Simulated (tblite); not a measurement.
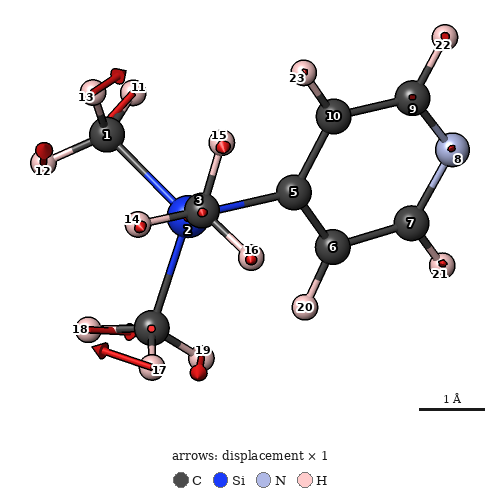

This is a relaxation of C8H13NSi. The starting structure is drawn; red arrows show the displacements, at their true length. The two geometries are superimposed by the best rigid fit.

A ball-and-stick model, seen at a tilt.

Method: GFN2-xTB geometry optimisation, gas phase in tblite 0.8.0. 

Q: Which element moves most?

A: Hydrogen: up to 1.16 Å, against 0.16 Å for carbon.

Q: What happened in the run?

A: After 175 geometry steps the energy has fallen by 14.7 kcal/mol. An H atom moves most after the best rigid fit: 1.16 Å. Largest moves by element: H 1.16 Å, C 0.16 Å, Si 0.12 Å, N 0.10 Å. Among the contacts that change: C–H 1.146 → 1.086 Å, C–Si 1.849 → 1.908 Å, C–H 1.121 → 1.086 Å, C–N 1.349 → 1.322 Å. Among the angles between lasting bonds that change: Si–C–H 105.0° → 111.3°, H–C–H 113.5° → 107.6°, H–C–H 113.1° → 107.5°. Groups turn about C–Si by about 60°, C–Si by about 55°.
